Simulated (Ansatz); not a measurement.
**SiO2 (silicon dioxide molecule) at CCSD/cc-pVTZ**

What is the electronic atomisation energy of SiO2 (silicon dioxide molecule) at CCSD/cc-pVTZ? 

The results are computed with Ansatz 0.2.0.

49 further runs of the same task are left out: 10 that didn't finish, 39 set aside as unsound or not needed.

## (1) The structure to begin with

The species is SiO2 (3 atoms), meant as a singlet with charge 0. As SMILES, `O=[Si]=O`. The shape is that of a PBE0-D4/def2-TZVP optimisation.

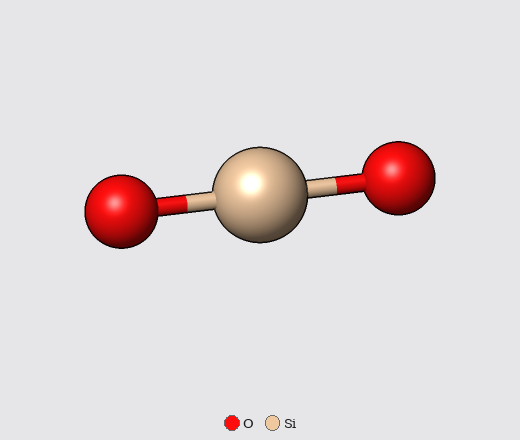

The structure, seen from a chosen angle (oxygen red, silicon light orange).

## (2) The energy at CCSD/cc-pVTZ

Input file molecule.yaml:

```yaml
crystal:
  periodic: [false, false, false]
  atoms:
    - {symbol: O, position_ang: [0.697730, 1.229600, 0.518760]}
    - {symbol: Si, position_ang: [-0.000010, 0.000000, -0.000000]}
    - {symbol: O, position_ang: [-0.697730, -1.229610, -0.518760]}
basis:
  gaussian:
    orbitals: cc-pVTZ
correlation:
  method: ccsd
  frozen_orbitals: {O: 1, Si: 5}
accuracy: high
scf:
  omitted_lower_state_checks: [cluster_reference, increment]
```

Command:

```sh
ansatz run molecule.yaml --threads 1 --pin off --max-ram 3480MiB --events-out events.jsonl --progress --plain --runs-dir runs
```

What it wrote:

```text
Warning: RAYON_NUM_THREADS=1 ignored (pool sized by the plan → 1); use --threads N
[... 12 lines left out ...]
7 core orbitals not correlated: weight in the atoms' cores, before any rotation towards them, 1.000 or more for the frozen orbitals, at most 0.000 for the correlated occupied ones
[... 23 lines left out ...]
Total energy: -11953.79642877 eV, -439.2939161830 hartree
Checks for a lower state left out: cluster_reference, increment
```

Run time: 5.4 s. Hardware: 1 thread of Arm Neoverse V1, shared host; peak memory 0.45 GiB.

## (3) The O atom at the same level

Input file in.yaml:

```yaml
crystal:
  periodic: [false, false, false]
  atoms:
    - {symbol: O, position_ang: [0.000000, 0.000000, 0.000000]}
basis:
  gaussian:
    orbitals: cc-pVTZ
magnetization:
  spin_polarized: true
  initial_magnetization: 2
correlation:
  method: ccsd
  frozen_orbitals: {O: 1}
accuracy: high
scf:
  omitted_lower_state_checks: [cluster_reference, increment]
```

Run the same way, it converges to -74.97105 Eh (log not shown).

## (4) The Si atom at the same level

Input file run.yaml:

```yaml
crystal:
  periodic: [false, false, false]
  atoms:
    - symbol: Si
      position_ang: [0.000000, 0.000000, 0.000000]
basis:
  gaussian:
    orbitals: cc-pVTZ
magnetization:
  spin_polarized: true
  initial_magnetization: 2
correlation:
  method: ccsd
  frozen_orbitals: {Si: 5}
accuracy: high
scf:
  omitted_lower_state_checks: [cluster_reference, increment]
```

Run the same way, it converges to -288.93068 Eh (log not shown).

## (5) What came out

Level: CCSD/cc-pVTZ, 7 core orbitals frozen.

| quantity | value |
| --- | --- |
| molecule: total energy | -439.29392 Eh |
| molecule: correlation energy (7 core orbitals frozen) | -574.8 mEh |
| molecule: T1 diagnostic | 0.024 |
| O atom: total energy | -74.97105 Eh |
| O atom: correlation energy (1 core orbital frozen) | -159.3 mEh |
| O atom: ⟨S²⟩ of the reference determinant | 2.007 |
| O atom: T1 diagnostic | 0.005 |
| Si atom: total energy | -288.93068 Eh |
| Si atom: correlation energy (5 core orbitals frozen) | -74.2 mEh |
| Si atom: ⟨S²⟩ of the reference determinant | 2.015 |
| Si atom: T1 diagnostic | 0.012 |
| electronic atomisation energy | 11.460 eV |

What this shows: Taking the molecule apart into free atoms costs 11.46 eV (1106 kJ/mol), before zero-point energy and without spin-orbit coupling. The T1 diagnostic (molecule) of 0.024 is above the customary mark for such species, so a single reference may not serve.
